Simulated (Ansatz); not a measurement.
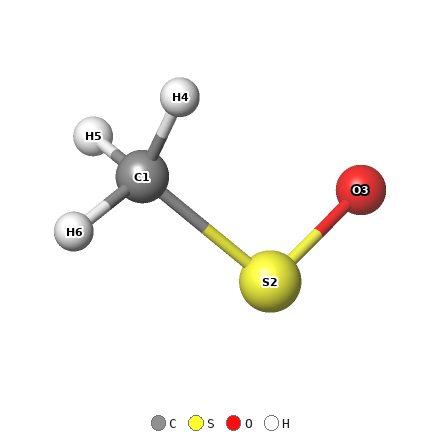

The system is CH3OS, SMILES CS[O-], charge −1; the picture shows the reference structure. The first coordinate is: angle H4–C1–S2; the second: angle H6–C1–H5. Nothing is relaxed (all other coordinates rigid). The grid has 9 × 9 points. Points are written as (first, second). All energies are given in kJ/mol relative to the lowest grid point. Level of theory: RKS wB97X-V/def2-SVPD (Ansatz).

Its coordinates:

```yaml
atoms:
  - { symbol: C, position_ang: [-0.3004, 0.3509, -0.2853] }
  - { symbol: S, position_ang: [0.0080, -1.3053, 0.3975] }
  - { symbol: O, position_ang: [1.3978, -1.1274, 1.1757] }
  - { symbol: H, position_ang: [-0.3726, 1.0986, 0.5251] }
  - { symbol: H, position_ang: [0.5186, 0.6507, -0.9639] }
  - { symbol: H, position_ang: [-1.2514, 0.3325, -0.8491] }
```

Range: angle H4–C1–S2 from 85.6 to 135.6°; angle H6–C1–H5 from 74.2 to 144.2°.

Q: Predict the map.

A: The lowest grid point is at (110.6°, 109.2°). No other kind of well shows on this grid. The highest grid point, (85.6°, 74.2°), lies 163 kJ/mol above the lowest. Round the minimum the valley is somewhat tilted: raising angle H4–C1–S2 shifts the best value of angle H6–C1–H5 downwards (coupling k₁₂/√(k₁₁k₂₂) about 0.2).

| angle H6–C1–H5 ↓, angle H4–C1–S2 → | 85.6 | 91.9 | 98.1 | 104.4 | 110.6 | 116.9 | 123.1 | 129.4 | 135.6 |
| --- | --- | --- | --- | --- | --- | --- | --- | --- | --- |
| 144.2 | 114 | 97 | 87 | 83 | 85 | 92 | 104 | 121 | 144 |
| 135.5 | 80 | 63 | 53 | 48 | 48 | 55 | 66 | 84 | 106 |
| 126.7 | 58 | 40 | 28 | 22 | 22 | 27 | 38 | 55 | 76 |
| 118.0 | 47 | 28 | 14 | 7 | 5 | 10 | 20 | 35 | 56 |
| 109.2 | 48 | 27 | 12 | 3 | 0 | 3 | 12 | 26 | 46 |
| 100.5 | 60 | 37 | 20 | 10 | 5 | 7 | 14 | 27 | 46 |
| 91.7 | 83 | 59 | 40 | 28 | 22 | 22 | 27 | 39 | 57 |
| 83.0 | 118 | 91 | 71 | 57 | 49 | 47 | 51 | 62 | 78 |
| 74.2 | 163 | 135 | 113 | 97 | 88 | 84 | 86 | 95 | 110 |

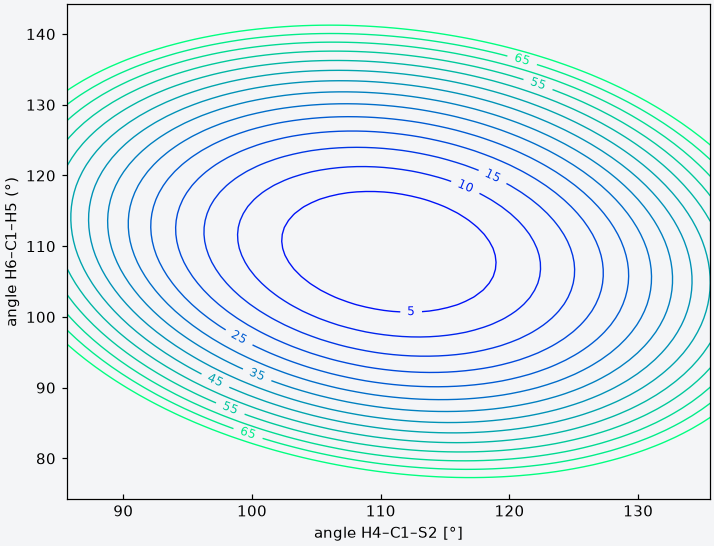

In the figure: contour lines labelled in kJ/mol (none above 70). Between grid points the surface is interpolated.

Time for the 81 points that were run: 13 min on 1 thread of Arm Neoverse V1, on a shared host.
